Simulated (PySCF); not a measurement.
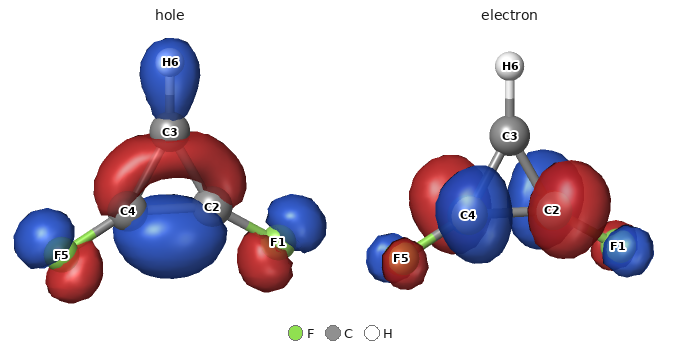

Figure 1: C3HF2, charge +1, SMILES `Fc1c[c+]1F`. Leading natural transition orbital pair of S₂ (TDA singlet states); the surfaces enclose about 78 % of each orbital's density.

Computed with PySCF, PBE0/def2-TZVP, geometry: GFN2-xTB. No frequency check shows the geometry to be a minimum. Without diffuse functions Rydberg states are missing, so the states' numbers hold for this basis only.

Input

```python
import numpy as np
from pyscf import gto, scf, dft, tdscf
from pyscf.scf import atom_ks, atom_hf
from scipy.linalg import block_diag

def solve(mol, dm0=None, hcore=None):
    mf = (dft.UKS if mol.spin else dft.RKS)(mol, xc='pbe0')
    mf.grids.level = 3
    mf = mf.density_fit(auxbasis='def2-universal-jkfit')
    mf.conv_tol, mf.max_cycle = 1e-8, 80
    if hcore is not None:
        mf.get_hcore = lambda *args: hcore
    mf.kernel(dm0)
    if not mf.converged:
        mf = mf.newton().run(mf.mo_coeff, mf.mo_occ, max_cycle=30)
    assert mf.converged, 'SCF not converged'
    return mf

mol = gto.M(atom='''
F     -1.78694     0.57383     0.00000
C     -0.69625    -0.04414     0.00000
C     -0.00002    -1.24564     0.00000
C      0.69624    -0.04412     0.00000
F      1.78692     0.57388     0.00000
H      0.00040    -2.32595     0.00000
''', basis='def2-tzvp', charge=1, spin=0, verbose=4)
mf = solve(mol)
td = mf.TDA()
td.nstates, td.singlet, td.conv_tol = 5, True, 1e-5
td.kernel()
td.analyze()
x, y = np.array([p[0] for p in td.xy]), np.array([p[1] + 0 * p[0] for p in td.xy])
f, mu = td.oscillator_strength(), td.transition_dipole()
nto = [td.get_nto(state=i + 1, verbose=4) for i in range(len(td.e))]
# spherically averaged free atoms, for the promolecule
atm = atom_ks.get_atm_nrks(mol, xc='pbe0')
pro = block_diag(*[(atm[a[0]][2] * atm[a[0]][3]) @ atm[a[0]][2].T for a in mol._atom])
np.savez('result.npz', e=td.e, f=f, ok=td.converged, w=[n[0] for n in nto], nto=[n[1] for n in nto], x=x, y=y, c=mf.mo_coeff, occ=mf.mo_occ, eps=mf.mo_energy, pro=pro, mu=mu)
```

Launched as:

```sh
OMP_NUM_THREADS=1 python input.py
```

The run took 6 min on 1 thread of Intel(R) Xeon(R) Processor @ 2.50GHz (Skylake/Cascade Lake), with other jobs on the host, peak memory 0.73 GiB.

> Characterise the state.

7.58 eV (164 nm), f = 0.000 (dark), σ or n → π*; the leading pair carries 94 %; hole on C2 and C4 (22 % each), F1 and F5 (18 % each) and C3 (15 %), electron on C2 and C4 (35 % each), C3 (11 %) and F1 and F5 (9 % each); their centroids lie 0.0 Å apart. In canonical orbitals it is mainly HOMO → LUMO+1 (94 %). The HOMO–LUMO gap is 9.18 eV.
